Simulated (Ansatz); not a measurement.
Fields on a plane of ZrO2 (tetragonal-ZrO2 type, space group P4_2/nmc)

```yaml
crystal:
  lattice:
    - [3.60110, 0.00000, 0.00000]
    - [0.00000, 3.60110, 0.00000]
    - [0.00000, 0.00000, 5.23008]
  atoms:
    - { symbol: Zr, position: [0.00000, 0.00000, 0.00000] }
    - { symbol: Zr, position: [0.50000, 0.50000, 0.50000] }
    - { symbol: O, position: [0.00000, 0.50000, 0.19637] }
    - { symbol: O, position: [0.00000, 0.50000, 0.69637] }
    - { symbol: O, position: [0.50000, 0.00000, 0.30363] }
    - { symbol: O, position: [0.50000, 0.00000, 0.80363] }
```

The slice is a (010) plane (indices of the conventional cell) through the point (0.500, 0.000, 0.304) (fractional), spanned by u = [100] and v = [001] in vectors of this cell: u (3.60 Å) and v (5.23 Å, at 90° to u). It covers one period; positions are fractions (u, v).

Atoms on it: Zr at (0.50, 0.70); O at (0.00, 0.00); O at (0.00, 0.50).

Method: r2SCAN (plane waves to 500 eV, PAW, scalar-relativistic; Ansatz, a quantum-chemistry and plane-wave program). k mesh 9×9×7. Inside the PAW spheres the values are not all-electron values, and peaks at nuclei hang on which shells count as valence. The PAW data are Ansatz's earlier set. This is a high-temperature form of ZrO2. ZrO2 is run without spin polarisation. ZrO2 was relaxed with its symmetry unable to fall.

```
v \ u  0.00  0.14  0.27  0.41  0.55  0.68  0.82  0.95
-----  ----  ----  ----  ----  ----  ----  ----  ----
0.88      x     x   3.2  <3.0  <3.0  <3.0   6.9     x
0.75    9.9   5.5     x     x     x     x  <3.0   9.5
0.62      x     x     x     x     x     x  <3.0     x
0.50      x     x   4.4  <3.0  <3.0  <3.0     x     x
0.38      x     x  10.4   9.4   9.1  10.1   9.7     x
0.25    9.9  10.2  10.7  11.0  11.1  10.8  10.4  10.0
0.12      x     x  11.0  11.1  11.1  11.1   9.5     x
0.00      x     x   9.5   8.7   8.3   9.9     x     x
```

Values: electrostatic potential energy of an electron, from the cell's mean, in eV. Points within 0.9 Å of a nucleus are blanked (x), as the pseudised field means little there. Values under 3 eV are set to 3. The zero, the cell's mean, hangs on the PAW cores.

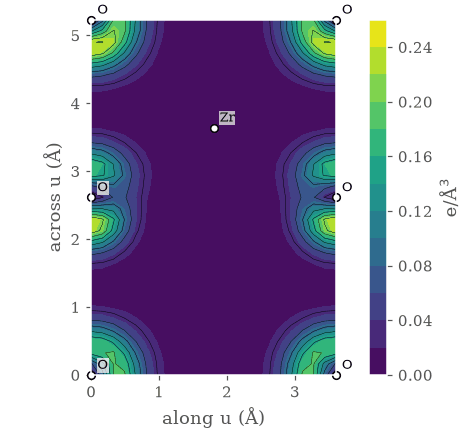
Figure: Density of the highest valence band (whole band, smooth part) in e/Å³, one period of the plane, atoms marked. 

| Item | Value |
|---|---|
| Density on the Zr–O line (2.07 Å) at its density minimum, 1.1 Å from Zr | 0.71 e/Å³ |
| ELF at that point | 0.3 |
| Element round which the density of the highest valence band (whole band, smooth part) is largest on this plane | O |
| Element round which the density of the lowest conduction band (whole band as if filled, smooth part) is largest on this plane | Zr |
